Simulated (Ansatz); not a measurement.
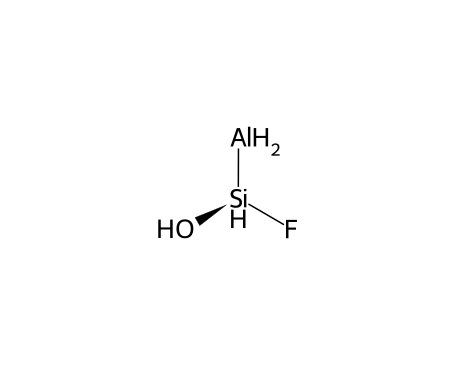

Source: calculation with Ansatz.

Skeletal drawing of a molecule.

**Write the SMILES.**

O[Si@H](F)[AlH2]

**What is the molecular formula?**

AlFH4OSi.

**An optimisation with PBE-D4/def2-SVP gave a structure of which point group?**

C1.
